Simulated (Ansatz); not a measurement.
| atom | x (Å) | y (Å) | z (Å) |
| --- | --- | --- | --- |
| B | -0.3906 | 0.6238 | -0.9630 |
| O | -0.3607 | 0.5666 | 0.5429 |
| C | 0.3301 | -0.5286 | 1.0335 |
| H | -0.1094 | -1.5008 | 0.6957 |
| H | 0.3197 | -0.5212 | 2.1441 |
| H | 1.3993 | -0.5455 | 0.7035 |
| H | 0.7780 | 0.6789 | -1.4238 |
| H | -1.0264 | 1.6329 | -1.3021 |
| H | -0.9400 | -0.4060 | -1.4309 |

Geometry: PBE-D4/def2-TZVPD; not at a stationary point (largest force 0.5 eV/Å).

All numbers below come from RKS PBE0-D4/def2-TZVPD (Ansatz).

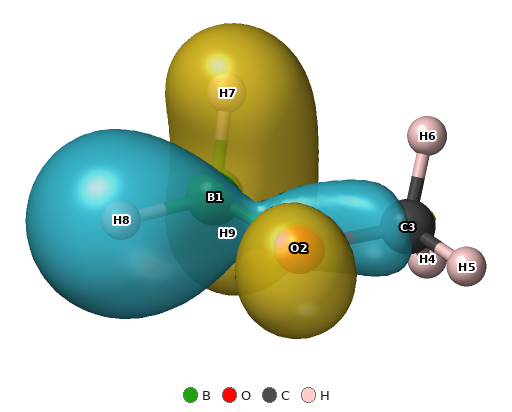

CH6BO (charge −1). The HOMO−1 at ±0.1 Å⁻³ᐟ² (yellow and cyan are the two phases), seen at a tilt.

> What is the character of this orbital?

By Hirshfeld shares it lies mainly on B1 (about 30 %), H8 (about 25 %), O2 (about 15 %), H7 (about 10 %) and H9 (about 10 %). Its energy is −2.00 eV.
